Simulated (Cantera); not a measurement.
Feed: 1 mol Si, a varied amount of HCl, 6.4 mol H2, held at 1227 °C and 3.40 bar.

Cantera equilibrium calculation (NASA polynomials, part measured and part estimated; ideal gas, pure solids and liquids). Candidate condensed phases: Si; 19 gas species. The tables' values for SiCl3 are old estimates; treat these amounts as uncertain. Kinetics and transport are ignored.

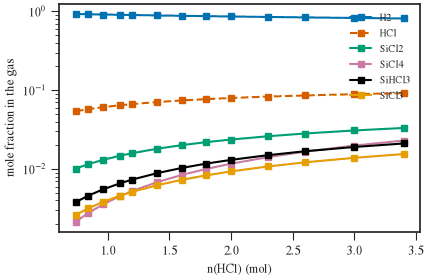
*Equilibrium gas composition (values under 1e-9 drawn at 1e-9)*

**Question.** Read off the mole fractions at 0.74 mol HCl.

**Answer.** H2 about 0.93, HCl about 0.054, SiCl2 about 0.010, SiHCl3 about 0.0038, SiCl3 about 0.0026, SiCl4 about 0.0021.
